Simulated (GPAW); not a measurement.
# MgHBr (SMILES [MgH][Br]) at OLYP/real-space grid (scalar-relativistic datasets)

Wanted: a geometry optimisation of MgHBr. 

The calculation is run with GPAW 26.7.0.

3 further runs of the same task are left out: 3 set aside as unsound or not needed.

### Step 1. The system as given

MgHBr has 3 atoms, charge 0, and is taken as a singlet. As SMILES, `[MgH][Br]`. The shape comes from GFN2-xTB, which is rough for such elements, and wasn't checked as a minimum. The run starts from this shape.

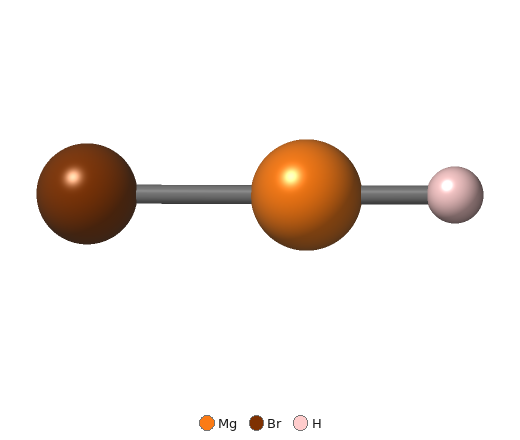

The structure, seen from a chosen angle (magnesium orange, bromine brown, hydrogen pink).

### Step 2. A structure relaxation at OLYP/real-space grid (scalar-relativistic datasets)

The input, relax.py:

```python
from ase import Atoms
from ase.io import write
from ase.optimize import BFGSLineSearch
from gpaw import GPAW, setup_paths
from gpaw.atom.configurations import parameters
from gpaw.atom.generator import Generator
from gpaw.utilities.adjust_cell import adjust_cell

system = Atoms('MgBrH',
    positions=[[ -0.217580,   0.036540,  -0.116170],
               [  1.801910,  -0.325940,   0.950320],
               [ -1.584330,   0.289400,  -0.834150]])
adjust_cell(system, 5.5, h=0.16)

for symbol in ['Br', 'H', 'Mg']:
    Generator(symbol, xcname='GGA_X_OPTX+GGA_C_LYP', scalarrel=True, nofiles=True, txt=None).run(**parameters[symbol])
setup_paths.insert(0, '.')

calc = GPAW(mode='fd', h=0.16, xc='GGA_X_OPTX+GGA_C_LYP', maxiter=100, txt='-')
system.calc = calc

opt = BFGSLineSearch(system, trajectory='brhmg.traj')
converged = opt.run(fmax=0.05, steps=100)
print('Converged:', converged)
print(f'Final energy: {system.get_potential_energy():.5f} eV')
print(f'r(Br1-Mg0)              {system.get_distance(1, 0):.4f} Ang')
print(f'r(H2-Mg0) = {system.get_distance(2, 0):.4f} Ang')
write('relaxed.xyz', system)
```

Command:

```console
$ python3 -u relax.py | tee relax.out
```

What values should one expect? Wanted: energy as printed; dipole moment; HOMO energy; LUMO energy; HOMO–LUMO gap.

Computed results:

Level: OLYP/real-space grid (scalar-relativistic datasets).

| quantity | value |
| --- | --- |
| energy as printed (from the program's reference atoms) | -6.9418 eV |
| dipole moment | 1.55 D |
| HOMO energy | -6.71 eV |
| LUMO energy | -1.65 eV |
| HOMO–LUMO gap | 5.06 eV |

In words: At the final geometry: Bond lengths: Mg1–Br2 2.363 Å, Mg1–H3 1.702 Å. Angles: Br2–Mg1–H3 179.7°. The optimisation took 2 steps and changed the energy by -0.122 eV.
